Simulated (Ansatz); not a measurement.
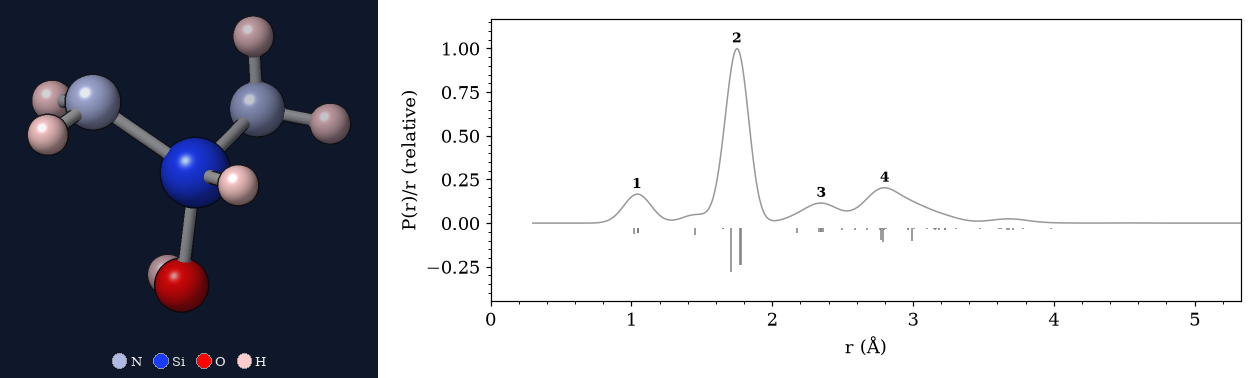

Simulated gas electron diffraction: radial distribution curve of H₆N₂OSi. Each pair of atoms contributes with weight ZᵢZⱼ/r (bars below the curve); damping constant 0.0015 Å²; vibrational amplitudes assumed, not computed: 0.05 Å for bonds, 0.078 Å for bonds to H, 0.06 + 0.015 r up to 0.15 Å for other pairs. The geometry is the end point of an optimisation (RKS r2SCAN-D4/STO-3G in Ansatz 0.2.0); it may be a saddle point or a higher isomer.

Read the positions of the numbered peaks and name the main pairs (– for bonds).

Answer. Peak 1, 1.04 Å: O–H 1.02 Å, N–H 1.05 Å (×4)
Peak 2, 1.75 Å: Si–O 1.71 Å, Si–N 1.77–1.78 Å (×2), not resolved
Peak 3, 2.35 Å: Si···H 2.18–2.36 Å (×5), O···H 2.50 Å, not resolved
Peak 4, 2.80 Å: N···H 2.59–2.97 Å (×5), N···N 2.77 Å, O···N 2.79–2.99 Å (×2), not resolved; in its flanks O···H 3.16–3.23 Å
